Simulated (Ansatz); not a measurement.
## Electronic structure of Cl₂H₂MoN₂ (SMILES [NH]=[Mo](=[NH])([Cl])[Cl]) in real space

Input

```
crystal:
  periodic: [false, false, false]
  atoms:
    - {symbol: "N", position_ang: [-1.057100, 0.583300, 0.837700]}
    - {symbol: Mo, position_ang: [-0.089700, 0.062700, -0.475100]}
    - {symbol: N, position_ang: [1.282000, -0.755400, 0.140700]}
    - {symbol: Cl, position_ang: [-1.300800, -1.421300, -1.689100]}
    - {symbol: Cl, position_ang: [0.634900, 1.904800, -1.581700]}
    - {symbol: H, position_ang: [-1.261300, 0.670100, 1.825400]}
    - {symbol: H, position_ang: [1.853000, -1.112100, 0.896600]}
basis:
  gaussian: {orbitals: def2-SVP}
total_charge: 0
magnetization: {spin_polarized: false}
hamiltonian: {xc: hf}
accuracy: high
output: {forces: true, orbitals: {seedname: orbitals}}
```

Command:

```sh
ansatz run run.yaml --threads 1 --pin off --max-ram 2610MiB --events-out events.jsonl --progress --plain --runs-dir runs
```

Geometry: PBE0-D4/def2-TZVP; core potentials replace the inner electrons of Mo.

Theory: isolated molecule in a Gaussian basis; Hartree-Fock (Ansatz 0.2.0).

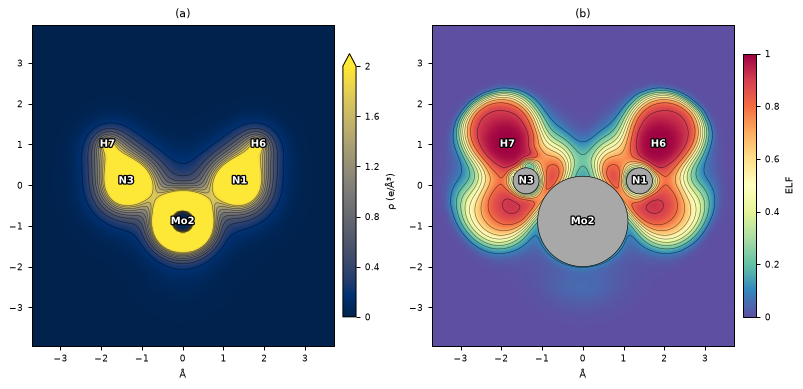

Figure 1. (a) electron density; (b) ELF on the plane of atoms Mo2, N3 and H7. Grey discs cover the atomic cores in the ELF map.

Question: What does the map show?

Answer: Atoms in the plane: N, Mo and H.
Mo–N (1.71 Å): ρ is about 1.8 e/Å³ halfway; the ELF peaks at about 0.75 in the valence shell of N, 0.5 Å from its nucleus, and drops to about 0.35 between the two atoms.
N–H (1.01 Å): the density is about 2.8 e/Å³ at the midpoint; the ELF climbs to about 1 towards the hydrogen, as it does in any bond to H (an ordinary covalent bond to hydrogen).

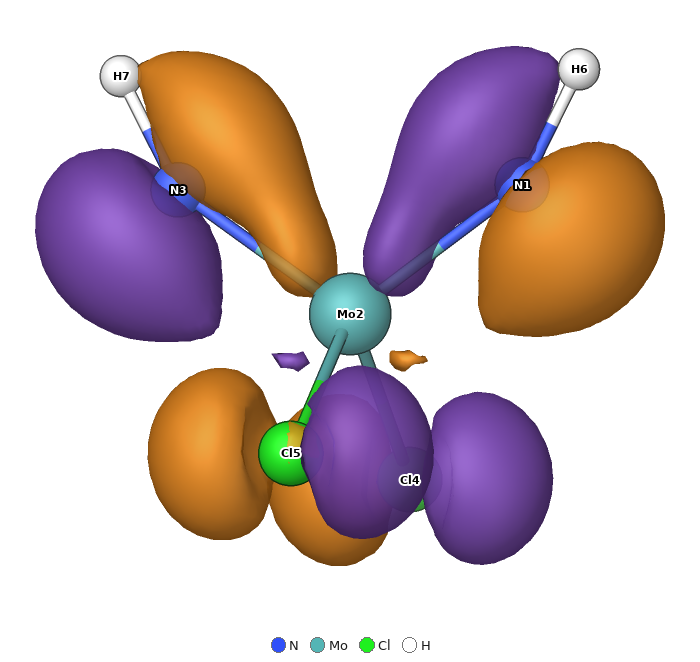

Figure 2. The HOMO−1 at ±0.15 Å⁻³ᐟ² (orange and purple are the two phases), seen at a tilt.

Question: Where does this orbital lie, and at what energy?

Answer: It lies mainly on N1 (about 25 %), N3 (about 25 %), Cl4 (about 15 %), Cl5 (about 15 %) and Mo2 (about 10 %); largely a combination of lone pairs on N1, N3, Cl4 and Cl5. Its energy is −11.64 eV.
